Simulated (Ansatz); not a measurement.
Electronic density of states of amorphous IGZO (In$_{9}$Ga$_{9}$Zn$_{9}$O$_{37}$), density 5.84 g/cm³, on a 2×2×2 Γ-centred mesh with a Gaussian width of 0.1 eV; energies count from the Fermi level, whose place inside the gap is arbitrary. Cell and mesh are small, so fine structure isn't converged. Method: PBE, scalar-relativistic without spin-orbit coupling (plane waves to 420 eV, PAW; Ansatz, a quantum-chemistry and plane-wave program). Sampling: a 2×2×2 Γ-centred mesh; Fermi-Dirac width 0.02 eV; no spin polarisation. The usual formal charges leave 2 holes over, so the level spacing at the Fermi energy parts defect or band states and needn't be the band gap. At PBE the levels at the filled edge of the gap are localised (band-tail or defect states).

It comes from a melt-quench run on a machine-learned potential (CHGNet), relaxed afterwards by DFT. O atoms were pushed apart under 1.9 Å during the dynamics, to hinder bonds among them. The hot cell started wider than the set density and was brought back towards it in steps. It is the lowest in DFT energy of 2 quenches. It is a model cell: composition and starting density were chosen by hand, and all elements were melted together. No dispersion term was used. Its density started from a set value of 5.84 and ended at 5.84 g/cm³. The quench (nominally 210 K/ps over its main leg) was far faster than any real one, so the model tends to hold more defects than a real film. A cell of this size samples the disorder only roughly. The volume was held where the preparation left it, at a PBE pressure of 2.6 GPa. Stress components on the final sampling reach 3.8 GPa.

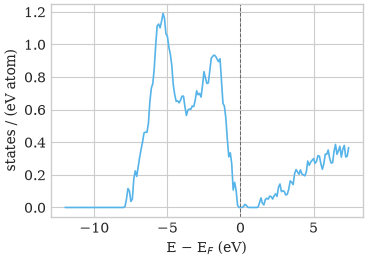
Density of states per atom

The level spacing at the Fermi energy on this mesh is 0.69 eV; the broadening fills part of it in the curve.
